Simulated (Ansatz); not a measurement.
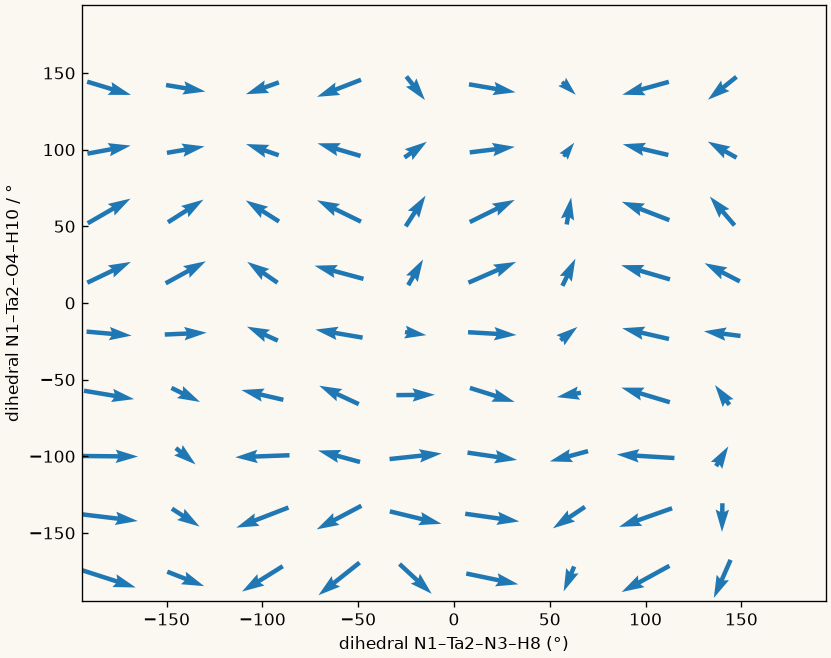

H₅N₂OSTa, SMILES [NH2][Ta]([NH2])([OH])=[S]. First axis: dihedral N1–Ta2–N3–H8. Second axis: dihedral N1–Ta2–O4–H10. Nothing is relaxed (all other coordinates rigid). The grid has 9 × 9 points. Points are written as (first, second). Method: RKS PBE-D4/def2-SVP (Ansatz 0.2.0).

In the figure: arrows along the force (downhill), their lengths compressed.

The arrows alone are given. Where are the wells?

Answer. The arrows converge at about (65°, 120°); about (−115°, 120°) (1.7 kJ/mol up) (read from the interpolated surface).

The energy map of the same scan:

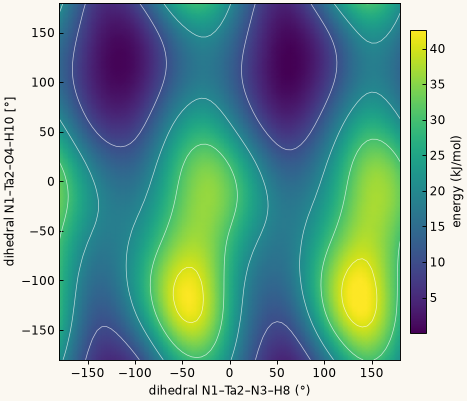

Energies are in kJ/mol, from the relaxed molecule at the same level; between grid points the surface is interpolated.
